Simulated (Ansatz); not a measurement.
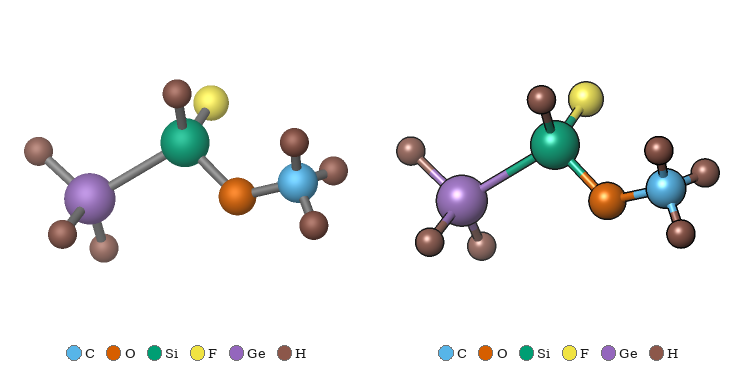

Two views of one molecule.

The geometry was computed by an optimisation with PBE0-D4/def2-TZVP.

Give the formula.

Answer. CH7FGeOSi, 12 atoms: 1 carbon, 7 hydrogen, 1 fluorine, 1 germanium, 1 oxygen and 1 silicon.

Name functional groups in it.

Answer. Among them: Si–H bond, Si–O bond.

Count the bonded pairs by element.

Answer. 3 C–H, 3 Ge–H, 1 C–O, 1 O–Si, 1 F–Si, 1 Ge–Si, 1 Si–H.

More results for the same structure follow; atom numbers are the same in all pictures, views and colours differ.

Geometry

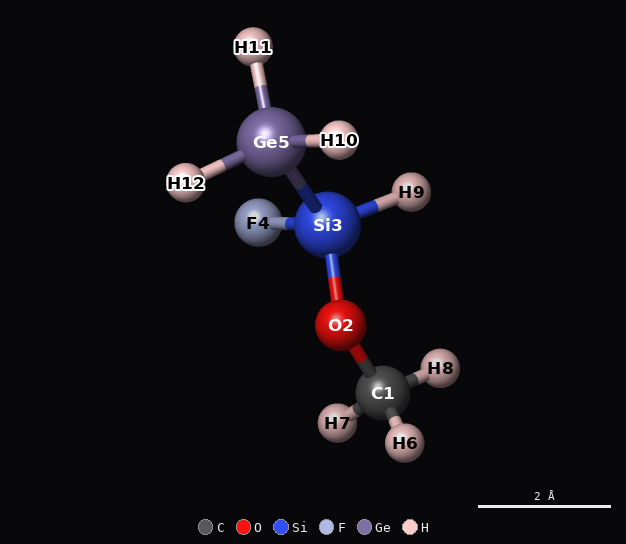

Give the bond lengths.

| bond | length (Å) |
| --- | --- |
| C1–O2 | 1.414 |
| C1–H6 | 1.091 |
| C1–H7 | 1.093 |
| C1–H8 | 1.096 |
| O2–Si3 | 1.628 |
| Si3–F4 | 1.604 |
| Si3–Ge5 | 2.373 |
| Si3–H9 | 1.489 |
| Ge5–H10 | 1.537 |
| Ge5–H11 | 1.537 |
| Ge5–H12 | 1.536 |

Dipole moment

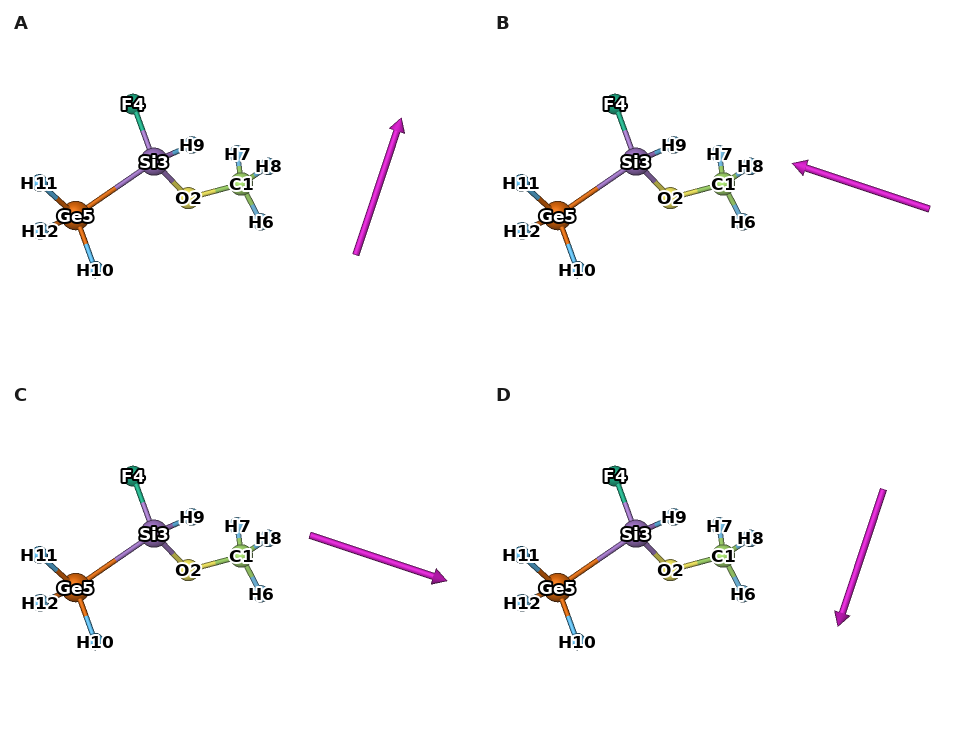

The same molecule four times, each with an arrow. Properties computed with RKS ωB97M-V/def2-TZVPP (Ansatz 0.2.0).

Which arrow points along the dipole moment, from the negative to the positive end?

Answer. C. The dipole moment is 1.56 D; it points from the side of H11 to the side of H6 (the outermost atoms at the two ends).

Electronic properties

Method: RKS PBE0-D4/def2-TZVPP (Ansatz 0.2.0).

Give the HOMO energy (Kohn–Sham orbital) at this level.

Answer. −8.18 eV.

Give the dispersion correction at this level.

Answer. −20.2 kJ/mol.

What is the LUMO energy (Kohn–Sham orbital)?

Answer. 0.11 eV.

Charges

The questions are on Mulliken charges. Level of theory: RKS PBE0-D4/def2-TZVP (Ansatz 0.2.0).

Which atom carries the highest charge (most positive or least negative)?

Answer. Si3 (0.54 e).

And the lowest?

Answer. O2 (−0.33 e).

List the Mulliken charges.

```tsv
atom	value (e)
C1	−0.21
O2	−0.33
Si3	0.54
F4	−0.31
Ge5	−0.07
H6	0.13
H7	0.13
H8	0.12
H9	−0.06
H10	0.02
H11	0.02
H12	0.02
```

Mulliken values depend strongly on the basis set and can even reverse the polarity of a bond.
